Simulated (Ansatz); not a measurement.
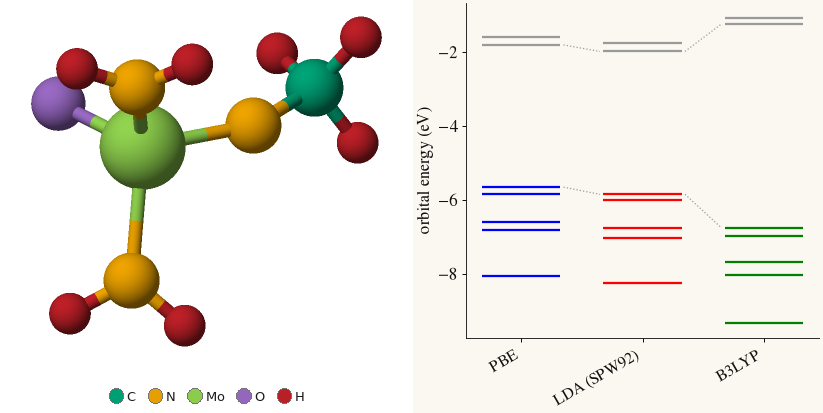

Frontier orbital energies of CH₇MoN₃O, SMILES C[N]=[Mo]([NH2])([NH2])=[O], singlet at one geometry, def2-TZVPP, the Ansatz code, at a PBE0-D4/def2-TZVP geometry (a minimum by its frequencies). Empty levels are grey, levels within 0.1 eV stand side by side; all columns show the same few orbitals around the gap. Dotted lines join the HOMOs and the LUMOs.

Q: Compare the HOMO-LUMO separations.

A: The separation grows from 3.85 eV (PBE) to 5.52 eV (B3LYP).

```
      level  HOMO (eV)  LUMO (eV)  separation (eV)
        PBE      −5.66      −1.81             3.85
LDA (SPW92)      −5.85      −1.99             3.87
      B3LYP      −6.76      −1.24             5.52
```

Limits of at least one run: core potentials past krypton; empty levels above zero depend strongly on the basis.
